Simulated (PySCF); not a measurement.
| atom | x (Å) | y (Å) | z (Å) |
| --- | --- | --- | --- |
| C | -2.6101 | 0.4049 | -0.3195 |
| S | -0.9939 | 0.0335 | 0.4568 |
| O | -0.7069 | 1.0530 | 1.4254 |
| O | -1.0054 | -1.3296 | 0.9060 |
| C | 0.2789 | 0.1817 | -0.9564 |
| C | 1.5648 | -0.0870 | -0.4472 |
| C | 2.1736 | -0.4048 | 0.6615 |
| C | 3.5667 | -0.6017 | 0.7722 |
| N | 4.6956 | -0.7653 | 0.8787 |
| H | -3.3585 | 0.3284 | 0.4588 |
| H | -2.5692 | 1.4116 | -0.7124 |
| H | -2.7867 | -0.3294 | -1.0935 |
| H | 0.1674 | 1.2001 | -1.3222 |
| H | -0.0474 | -0.5449 | -1.6972 |
| H | 1.6266 | -0.5425 | 1.6002 |

Geometry: GFN2-xTB.

All numbers below come from PySCF 2.14.0, density-fitted response routines, UKS B3LYP, pcH-1 on C H N O S, non-relativistic, mean-field spin-orbit, GIAO.

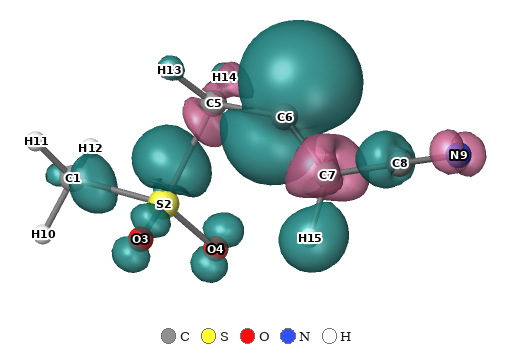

C5H6NO2S (SMILES CS(=O)(=O)C/[C]=C/C#N) (doublet). Isosurfaces of the spin density (α minus β) at +0.02 (teal) and −0.02 e/Å³ (pink), seen at a tilt.

Q: Where is the unpaired spin?

A: The unpaired spin (1 electron) lies mostly on C6 (about 0.7) and S2 (about 0.1), in electrons by Hirshfeld's partition.
